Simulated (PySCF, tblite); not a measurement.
**C₄H₉BO₂Si₂: geometry, infrared bands and NMR shifts**

Aim: predict the infrared bands and NMR shifts of C₄H₉BO₂Si₂ (`Bc1cc([SiH3])oc1O[SiH3]`).

Programs: tblite 0.8.0 and PySCF 2.14.0, with density-fitted response routines of our own. Each step states its level of theory. These are calculated values for one molecule in the gas phase, unless marked as measured. Atoms are numbered from 0 throughout.

## Step 1: Starting geometry

18 atoms, charge 0, multiplicity 1; geometry from: force field or distance geometry start.

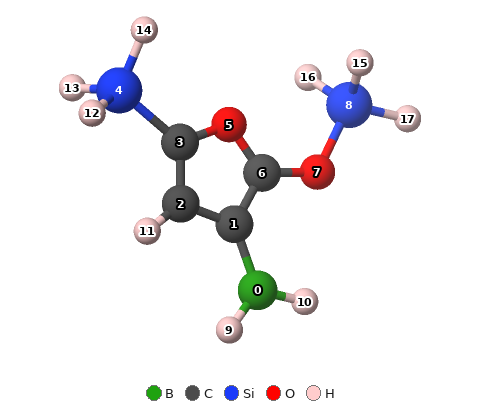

As it starts; boron green, carbon dark grey, silicon blue, oxygen red, hydrogen pink, atoms numbered; sticks join atoms by distance.

## Step 2: Geometry optimisation with GFN2-xTB

What the job is given:

```
{"job": {"kind": "relax", "xc": "GFN2-xTB", "basis": "xTB"}, "charge": 0, "multiplicity": 1}
B     -0.936600     2.635500    -0.881300
C     -0.197400     1.350100    -0.439500
C      1.181700     1.180200    -0.310400
C      1.355700    -0.110400     0.105100
Si     2.979900    -0.927800     0.425200
O      0.192500    -0.722700     0.243100
C     -0.746200     0.137800    -0.075000
O     -2.106800    -0.141900    -0.044500
Si    -2.724100    -1.711700     0.418300
H     -0.340600     3.609700    -1.157800
H     -2.127900     2.647000    -0.942900
H      1.935900     1.916800    -0.515600
H      3.934500     0.074100     0.923500
H      3.483700    -1.505600    -0.841100
H      2.814100    -1.981400     1.421200
H     -2.312000    -2.008000     1.806300
H     -2.196500    -2.731800    -0.488400
H     -4.198700    -1.703300     0.342100
```

Run with:

```console
$ OMP_NUM_THREADS=1 python probes_run.py task.json out
```

One launch serves the whole session: the jobs run in the order shown.

Output:

```text
step      E/eV     max force
  0    -707.93988    2.862
  1    -708.19906    1.392
  2    -708.27029    0.702
  3    -708.31131    0.589
  4    -708.32794    0.516
  5    -708.35330    0.401
  6    -708.36930    0.391
  7    -708.39245    0.351
  8    -708.40719    0.267
  9    -708.41755    0.228
 10    -708.42294    0.195
 11    -708.42634    0.183
 12    -708.42965    0.124
 13    -708.43175    0.099
 14    -708.43324    0.104
 15    -708.43483    0.101
 16    -708.43655    0.130
 17    -708.43782    0.089
 18    -708.43858    0.068
 19    -708.43915    0.065
 20    -708.43987    0.106
 21    -708.44083    0.128
 22    -708.44185    0.095
 23    -708.44276    0.096
 24    -708.44364    0.105
 25    -708.44473    0.129
 26    -708.44610    0.163
 27    -708.44754    0.134
 28    -708.44866    0.061
 29    -708.44934    0.056
 30    -708.44978    0.064
 31    -708.45019    0.054
 32    -708.45061    0.047
 33    -708.45103    0.055
 34    -708.45142    0.052
 35    -708.45179    0.056
 36    -708.45212    0.044
 37    -708.45237    0.038
 38    -708.45248    0.021
 39    -708.45253    0.013
 40    -708.45256    0.018
 41    -708.45260    0.019
 42    -708.45267    0.024
 43    -708.45276    0.030
 44    -708.45288    0.032
 45    -708.45304    0.035
 46    -708.45321    0.038
 47    -708.45337    0.038
 48    -708.45351    0.039
 49    -708.45364    0.035
 50    -708.45382    0.040
 51    -708.45410    0.050
 52    -708.45439    0.042
 53    -708.45456    0.027
 54    -708.45462    0.020
 55    -708.45467    0.021
 56    -708.45477    0.031
 57    -708.45492    0.040
 58    -708.45511    0.038
 59    -708.45525    0.037
 60    -708.45533    0.031
 61    -708.45541    0.022
 62    -708.45549    0.025
 63    -708.45557    0.020
 64    -708.45563    0.021
 65    -708.45568    0.022
 66    -708.45574    0.021
 67    -708.45582    0.027
 68    -708.45588    0.022
 69    -708.45593    0.020
 70    -708.45596    0.012
 71    -708.45599    0.013
 72    -708.45601    0.011
 73    -708.45603    0.014
 74    -708.45606    0.018
 75    -708.45609    0.016
 76    -708.45613    0.013
 77    -708.45615    0.013
 78    -708.45618    0.012
 79    -708.45621    0.020
 80    -708.45628    0.028
 81    -708.45638    0.037
 82    -708.45653    0.039
 83    -708.45674    0.039
 84    -708.45699    0.035
 85    -708.45727    0.046
 86    -708.45755    0.047
 87    -708.45781    0.040
 88    -708.45800    0.039
 89    -708.45770    0.090
 90    -708.45831    0.028
 91    -708.45841    0.027
 92    -708.45866    0.036
 93    -708.45880    0.040
 94    -708.45940    0.049
 95    -708.45995    0.040
 96    -708.46040    0.043
 97    -708.46040    0.038
 98    -708.46064    0.030
 99    -708.46073    0.035
100    -708.46107    0.047
101    -708.46129    0.033
102    -708.46159    0.034
103    -708.46179    0.028
104    -708.46193    0.035
105    -708.46202    0.030
106    -708.46213    0.023
107    -708.46225    0.016
108    -708.46236    0.015
109    -708.46240    0.012
110    -708.46243    0.012
111    -708.46244    0.007
```

It took 1.6 s on 1 thread of Arm Neoverse N1, shared host; peak memory 0.18 GiB.

Relaxation path: (not every step is listed)

```csv
step,energy from step 0 (eV),largest force (eV/Å)
0,0.0000,2.8618
1,-0.2592,1.3918
2,-0.3304,0.7016
3,-0.3714,0.5886
4,-0.3881,0.5160
5,-0.4134,0.4008
6,-0.4294,0.3911
7,-0.4526,0.3508
8,-0.4673,0.2668
17,-0.4979,0.0887
26,-0.5062,0.1626
35,-0.5119,0.0560
44,-0.5130,0.0318
53,-0.5147,0.0270
62,-0.5156,0.0250
71,-0.5161,0.0129
80,-0.5164,0.0281
89,-0.5178,0.0903
98,-0.5208,0.0297
106,-0.5222,0.0232
107,-0.5224,0.0158
108,-0.5225,0.0150
109,-0.5225,0.0121
110,-0.5226,0.0124
111,-0.5226,0.0071
```

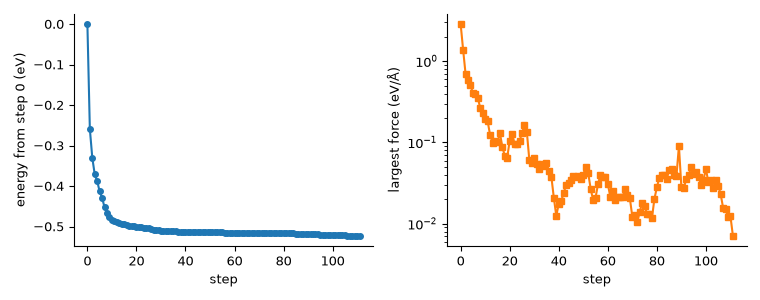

Energy and force, step by step.

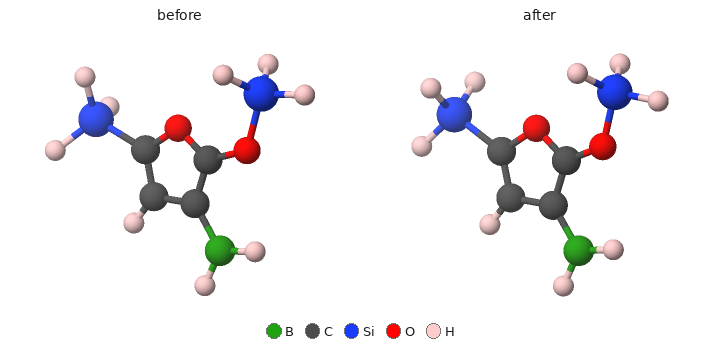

Before and after, at one scale.

Distances of close pairs at the start and the end, largest changes first:

```csv
bond,before (Å),after (Å),change (Å)
O7–Si8,1.749,1.647,-0.102
C6–O7,1.389,1.313,-0.076
C3–O5,1.322,1.379,+0.057
C1–C2,1.396,1.434,+0.038
B0–C1,1.547,1.521,-0.027
B0–H10,1.193,1.169,-0.024
Si8–H17,1.477,1.453,-0.024
O5–C6,1.313,1.336,+0.023
```

The final coordinates are the input of the step that follows.

## Step 3: Vibrational analysis with GFN2-xTB

What the job is given:

```
{"job": {"kind": "ir", "xc": "GFN2-xTB", "basis": "xTB"}, "charge": 0, "multiplicity": 1}
B     -1.055904     2.678495    -0.806776
C     -0.275232     1.435567    -0.409189
C      1.139257     1.252991    -0.261924
C      1.380431    -0.033965     0.102078
Si     2.922366    -1.028237     0.457663
O      0.174378    -0.696076     0.198335
C     -0.784207     0.183554    -0.105092
O     -2.029849    -0.230454    -0.077891
Si    -2.536626    -1.744655     0.327092
H     -0.482167     3.668741    -1.046384
H     -2.222319     2.630720    -0.870583
H      1.882274     2.010119    -0.412214
H      4.060578    -0.124892     0.299480
H      3.007918    -2.143222    -0.489421
H      2.864594    -1.554283     1.823773
H     -2.141865    -2.044603     1.702633
H     -1.950922    -2.725247    -0.585170
H     -3.961463    -1.528235     0.141933
```

Output:

```text
mode    cm-1     km/mol
  1      54.3      0.01
  2      68.5      0.91
  3      75.2      0.92
  4     101.7      0.04
  5     131.8      0.00
  6     152.8      0.12
  7     198.7      0.01
  8     209.8      1.40
  9     248.6      0.27
 10     344.7      0.14
 11     418.1     12.52
 12     442.7      9.90
 13     533.4     53.77
 14     539.3      3.98
 15     566.9     86.74
 16     606.2     77.26
 17     611.8      8.56
 18     655.5     78.93
 19     677.4      9.35
 20     738.0    144.32
 21     758.6     20.91
 22     763.8    215.21
 23     780.5    642.49
 24     791.6     64.81
 25     792.0     52.99
 26     815.9    523.73
 27     819.5    183.13
 28     827.1     46.97
 29     836.7      0.03
 30     884.6    110.88
 31     940.0     56.82
 32    1084.5     34.31
 33    1140.6    106.43
 34    1157.6     49.24
 35    1215.3      5.57
 36    1256.7     43.68
 37    1401.4    244.91
 38    1516.9    301.63
 39    1558.9    346.32
 40    2246.3    274.53
 41    2256.9    175.07
 42    2262.1    461.63
 43    2283.4    152.15
 44    2285.8    295.30
 45    2360.5    231.76
 46    2639.3    165.94
 47    2674.4    137.53
 48    3175.9     17.60
```

Wall time 1.4 s (1 thread of Arm Neoverse N1, shared host); peak memory 0.18 GiB.

Which atoms move in the most intense modes:

```csv
cm⁻¹,km/mol,atoms
780,642.5,"H12 30 %, H14 22 %, H13 21 %"
816,523.7,"H15 31 %, H16 31 %, H17 17 %"
1401,244.9,"C1 46 %, C6 22 %"
1517,301.6,"C3 34 %, C6 29 %, C2 19 %"
1559,346.3,"C6 29 %, C1 24 %, C2 23 %, C3 19 %"
2246,274.5,"H13 62 %, H14 32 %"
2262,461.6,"H15 53 %, H16 40 %"
2286,295.3,H12 82 %
```

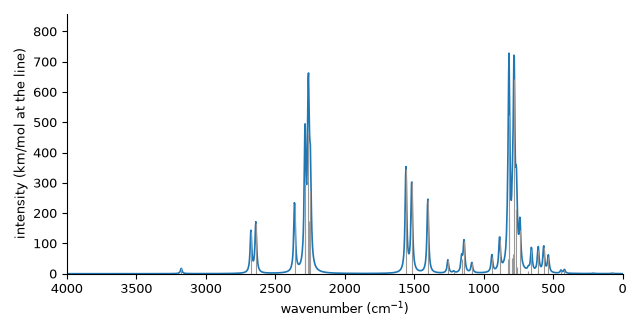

The infrared spectrum from these modes, unscaled. Lines are broadened to a width of 14 cm⁻¹ (Lorentzian).

## Step 4: Shielding tensors: PBE0/pcSseg-1

Same as in step 3 but for these lines:

```diff
@@ -1,2 +1,2 @@
-{"job": {"kind": "ir", "xc": "GFN2-xTB", "basis": "xTB"}, "charge": 0, "multiplicity": 1}
+{"job": {"kind": "nmr", "xc": "PBE0", "basis": "pcSseg-1"}, "charge": 0, "multiplicity": 1}
 B     -1.055904     2.678495    -0.806776
```

Method: GIAO PBE0/pcSseg-1 NMR shielding, non-relativistic, gas phase.

Output:

```text
coarse grid: 16432 points
cycle   1  E = -911.2372733955  dE =  1.432e+00  |g| = 7.436e-01  |ddm| = 4.013e+00
cycle   2  E = -911.1410530710  dE =  9.622e-02  |g| = 1.039e+00  |ddm| = 1.317e+00
cycle   3  E = -911.3467293899  dE = -2.057e-01  |g| = 1.047e-01  |ddm| = 8.108e-01
cycle   4  E = -911.3481448898  dE = -1.415e-03  |g| = 7.160e-02  |ddm| = 1.395e-01
cycle   5  E = -911.3491548684  dE = -1.010e-03  |g| = 1.635e-02  |ddm| = 6.432e-02
cycle   6  E = -911.3492109498  dE = -5.608e-05  |g| = 5.072e-03  |ddm| = 1.982e-02
cycle   7  E = -911.3492172244  dE = -6.275e-06  |g| = 1.455e-03  |ddm| = 5.945e-03
final grid: 150656 points
cycle   8  E = -911.4203271599  dE = -2.182e-05  |g| = 1.193e-02  |ddm| = 3.261e-02
cycle   9  E = -911.4202822658  dE =  4.489e-05  |g| = 1.940e-02  |ddm| = 2.119e-02
cycle  10  E = -911.4203522168  dE = -6.995e-05  |g| = 1.956e-03  |ddm| = 1.451e-02
cycle  11  E = -911.4203531514  dE = -9.346e-07  |g| = 4.259e-04  |ddm| = 2.136e-03
cycle  12  E = -911.4203531892  dE = -3.788e-08  |g| = 9.655e-05  |ddm| = 3.928e-04
cycle  13  E = -911.4203531909  dE = -1.617e-09  |g| = 4.906e-05  |ddm| = 1.265e-04
cycle  14  E = -911.4203531913  dE = -4.957e-10  |g| = 1.082e-05  |ddm| = 4.902e-05
converged SCF energy = -911.4203531913

GIAO shielding tensors (ppm)
atom      isotropic    diamagn.    paramagn.     s11        s22        s33       span
  0 B       38.591     192.329    -153.738    -13.451     -6.500    135.724    149.176
  1 C       72.195     253.210    -181.015     -7.536     53.940    170.181    177.718
  2 C       44.380     256.155    -211.774    -59.270     54.552    137.859    197.128
  3 C       44.599     255.568    -210.969    -25.775     57.381    102.192    127.967
  4 Si     436.279     880.782    -444.503    417.143    428.125    463.568     46.425
  5 O       32.969     406.007    -373.038    -89.562     -3.728    192.197    281.760
  6 C        7.141     256.511    -249.371    -57.767     18.667     60.522    118.289
  7 O      224.567     394.098    -169.531    117.542    241.584    314.577    197.035
  8 Si     384.872     880.272    -495.400    352.579    353.060    448.976     96.397
  9 H       24.844      30.140      -5.296     19.972     26.551     28.008      8.036
 10 H       24.703      30.374      -5.671     19.341     25.959     28.808      9.467
 11 H       24.333      33.907      -9.574     22.638     23.197     27.162      4.524
 12 H       27.419      28.457      -1.038     23.813     26.264     32.181      8.368
 13 H       27.171      28.757      -1.586     23.745     25.590     32.176      8.431
 14 H       27.174      28.765      -1.591     23.747     25.609     32.166      8.419
 15 H       26.475      29.878      -3.403     23.369     25.071     30.985      7.616
 16 H       26.449      29.920      -3.471     23.280     25.162     30.905      7.625
 17 H       26.679      28.878      -2.199     22.645     25.481     31.911      9.266
```

It took 75 s on 1 thread of Arm Neoverse N1, shared host; peak memory 0.95 GiB.

Shifts follow as δ = σ(reference) − σ, with reference shieldings (ppm) from runs at the same level and on the same kind of geometry: 1H TMS 31.72, 13C TMS 186.9, 29Si TMS 349.2, 17O H2O 336.1, 11B BF3·OEt2 100.1. The references are single molecules in the gas phase, so shifts against H2O, NH3, PH3, H3PO4 or CFCl3 are not on the usual liquid scales and can be off by tens of ppm. Atoms listed in one row are averaged.

```csv
atoms,environment,σ (ppm),δ (ppm),δ scaled to CDCl3
C6,aromatic carbon bearing oxygen,7.1,179.8,173.6
C2,aromatic CH,44.4,142.5,137.2
C3,substituted aromatic carbon next to the ring oxygen,44.6,142.3,137.0
C1,substituted aromatic carbon,72.2,114.7,110.1
H11,hydrogen on an aromatic CH,24.33,7.38,7.07
"H9, H10",hydrogen on a boron bonded to C,24.77,6.94,–
"H15, H16, H17",hydrogen on a silicon bonded to O,26.53,5.18,–
"H12, H13, H14",hydrogen on a silicon bonded to C,27.25,4.46,–
B0,"boron bonded to C, 2 H",38.6,61.5,–
Si8,"silicon bonded to O, 3 H",384.9,-35.7,–
Si4,"silicon bonded to C, 3 H",436.3,-87.1,–
O5,aromatic ring oxygen,33.0,303.1,–
O7,"oxygen bonded to C, Si",224.6,111.5,–
```

The scaled column applies a straight-line fit of computed shieldings to shifts measured in CDCl3 (root-mean-square error 0.16 ppm for H, 1.9 ppm for C).

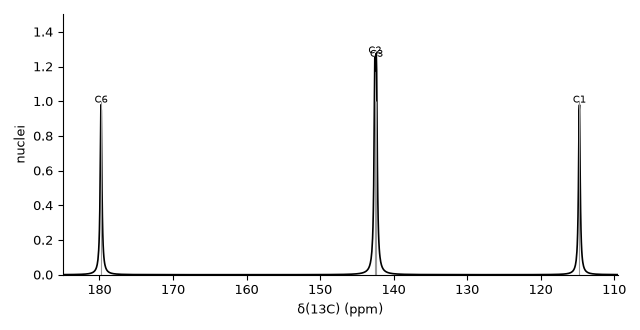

13C lines at the computed shifts, without couplings. Lines are broadened to a width of 0.26 ppm (Lorentzian).

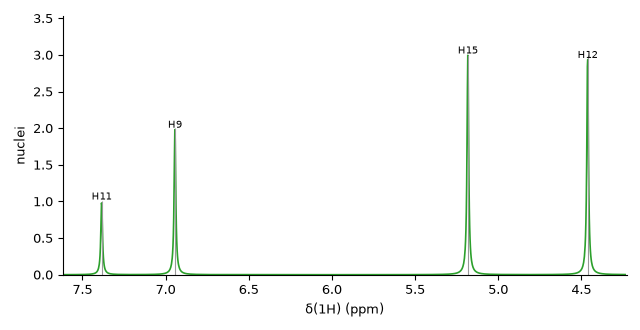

1H lines at the computed shifts, without couplings. Lines are broadened to a width of 0.01 ppm (Lorentzian).

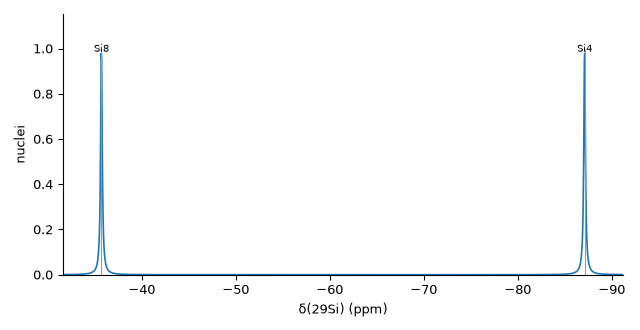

29Si lines at the computed shifts, without couplings. Lines are broadened to a width of 0.21 ppm (Lorentzian).

The run also stored atomic charges by several schemes (e):

```csv
atoms,Mulliken,IAO,Hirshfeld,ESP fit
B0,0.24,-0.03,0.10,0.24
C1,-0.34,-0.24,-0.14,-0.26
C2,-0.12,-0.16,-0.07,-0.25
C3,-0.05,-0.15,-0.06,-0.09
Si4,0.56,0.62,0.31,0.33
O5,-0.43,-0.26,-0.06,-0.18
C6,0.58,0.43,0.18,0.55
O7,-0.57,-0.54,-0.17,-0.41
Si8,0.66,0.87,0.40,0.58
```

ESP fit charges:

B0 0.24; C1 -0.26; C2 -0.25; C3 -0.09; Si4 0.33; O5 -0.18; C6 0.55; O7 -0.41; Si8 0.58; H9 -0.10; H10 -0.12; H11 0.20; H12 -0.06; H13 -0.07; H14 -0.07; H15 -0.10; H16 -0.10; H17 -0.09

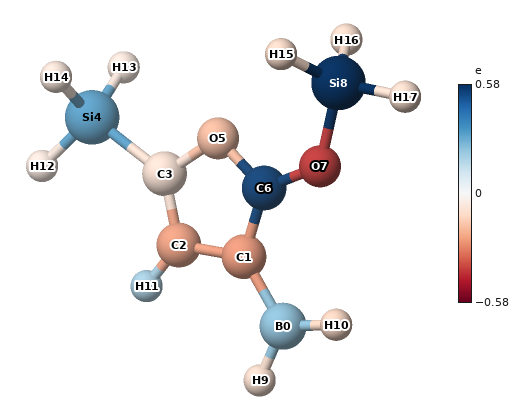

ESP fit charges, as colours on the atoms.

Mayer bond orders: B0–C1 1.12, C1–C2 1.19, C2–C3 1.61, C3–Si4 0.90, C3–O5 0.92, O5–C6 1.12, C6–O7 1.06, O7–Si8 0.86, C6–C1 1.41.

Ring of atoms C1, C2, C3, O5, C6: NICS(0) -8.5, NICS(1) -8.2, NICS(1)zz -19.2 ppm (means of both faces).

## Step 5: What came out

| quantity | value |
| --- | --- |
| strongest single infrared mode (GFN2-xTB) | 780 cm⁻¹, 642 km/mol |
| zero-point energy (GFN2-xTB) | 69.9 kcal/mol |
| 13C shifts against TMS (PBE0/pcSseg-1) | 179.8, 142.5, 142.3, 114.7 ppm |
| 1H shifts against TMS (PBE0/pcSseg-1, means over atoms taken as alike) | 7.38, 6.94, 5.18, 4.46 ppm |
| 11B shifts against BF3·OEt2 (PBE0/pcSseg-1) | 61.5 ppm |
| 29Si shifts against TMS (PBE0/pcSseg-1) | -35.7, -87.1 ppm |
| 17O shifts against H2O (PBE0/pcSseg-1) | 303.1, 111.5 ppm |

**Reading.** Over 111 steps the energy fell by 0.523 eV; of the close pairs, O7–Si8 changed most, 1.749 to 1.647 Å. All 48 modes are real, so the xTB geometry is a minimum. The strongest single mode, at 780 cm⁻¹, has its largest shares on H12, H14 and H13 (the list is cut at 3 atoms). Unscaled tight-binding wavenumbers are off by several per cent, some by more. Its intensities can rank the bands wrongly. At PBE0/pcSseg-1: The widest tensor belongs to O5: span 282 ppm, with a paramagnetic part of -373 ppm. NICS(1)zz of -19 ppm above the planar ring from C1 marks a diatropic (aromatic) ring current.
